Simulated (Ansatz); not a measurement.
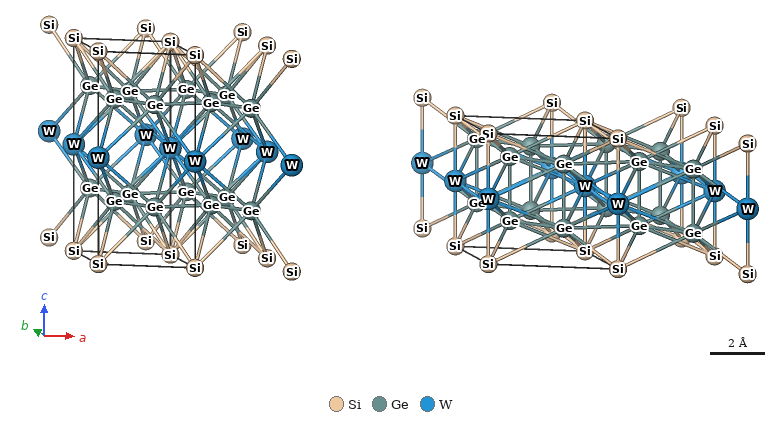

Two geometries of solid SiGe4W (a generated structure, set up in P6/mmm) (coarse preliminary run), drawn at one scale. One is the start of a relaxation, the other its converged end. The picture is a ball-and-stick view of the cell of the calculation, repeated 2 × 2 × 1 with one cell outlined, seen slightly off an axis.

The calculation used DFT PBE, scalar-relativistic, plane waves, PAW in Ansatz 0.2.0. Set-up: plane-wave cutoff 420 eV; k-point mesh 6 × 6 × 2; occupations gaussian; smearing width 0.1 eV; no spin polarisation; cell and atoms relaxed; force threshold 0.04 eV/Å; at most 70 steps.

Question: Which of the two is the end point?

Answer: The right one is the relaxed one. Over 15 accepted moves (19 points after the start) the energy falls by 1111 meV per atom. The largest force component goes from 0.088 to 0.0095 eV/Å. The pressure goes from 30.64 to 0.13 GPa. The line search rejected the trial steps at points 10, 17 of the run. At 2 points the geometry stayed and the basis and grid were re-selected for the new cell (energy shift of 82.8 meV per atom at most each time). The largest moves relative to the cell, 0.023 Å, are those of Ge atoms. Si and W stay in place. The volume changes by +10.3 %, with a = b 3.728 → 4.997 Å (+34.1 %), c 7.969 → 4.893 Å (−38.6 %). Among the contacts that change: Ge–Ge 4.132 → 2.490 Å, Si–W 3.985 → 2.446 Å, Ge–Ge 3.837 → 2.403 Å, Ge–Ge 2.152 → 2.885 Å. New bonds form: Ge–Ge (3.84 → 2.40 Å), Si–W (3.98 → 2.45 Å). Among the angles between lasting bonds that change: W–Ge–W 80.5° → 106.2°, Ge–Ge–W 138.3° → 157.4°, Ge–Ge–W 68.1° → 62.5°. The space group stays P6/mmm (No. 191).

Limits of the set-up: the k-point mesh is coarse for a cell with partly filled bands.
